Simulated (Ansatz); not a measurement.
System: BF$_{3}$Si (SMILES FB=[Si](F)F).

Input

```
crystal:
  periodic: [false, false, false]
  atoms:
    - symbol: B
      position_ang: [-0.784772, -0.861965, -1.308321]
    - symbol: F
      position_ang: [-1.187365, -1.748969, -2.144369]
    - symbol: F
      position_ang: [0.426403, 1.871458, -1.122698]
    - symbol: F
      position_ang: [1.604232, 0.029272, 0.263468]
    - symbol: Si
      position_ang: [0.980165, 0.324105, -1.232039]
basis:
  gaussian: {orbitals: def2-TZVPD}
hamiltonian: {xc: pbe0}
output: {forces: true, orbitals: {seedname: orbitals}}
```

Launched as:

```sh
ansatz run input.yaml --threads 1 --pin off --max-ram 2610MiB --events-out events.jsonl --progress --plain --runs-dir runs
```

Geometry: PBE-D3(BJ)/def2-SVP.

The calculation used Ansatz 0.2.0, isolated molecule in a Gaussian basis; Kohn-Sham density functional theory, functional PBE0.

Question: Predict the electron density and electron localisation function between the atoms.

Answer: Si–F (1.65 Å): ρ at the midpoint is about 1 e/Å³; the ELF peaks at about 0.85 in the valence shell of F, 0.7 Å from its nucleus, and is about 0.50 at the midpoint.
Si–B (2.13 Å): ρ at the midpoint is about 0.58 e/Å³; the ELF peaks at about 0.95 between the atoms, as expected for localised, covalent bonding.

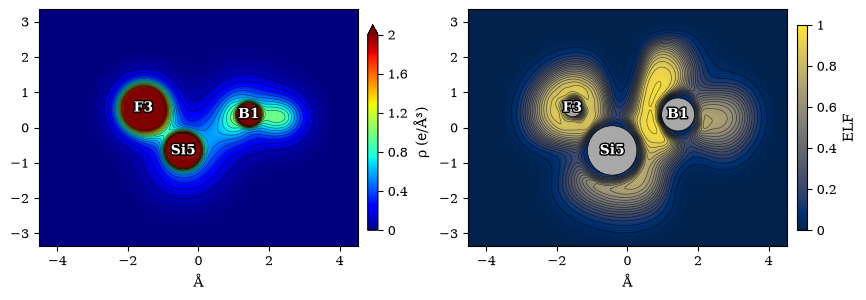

Computed electron density and electron localisation function on the plane of atoms B1, Si5 and F3, in this order. Grey discs cover the atomic cores in the ELF map. 
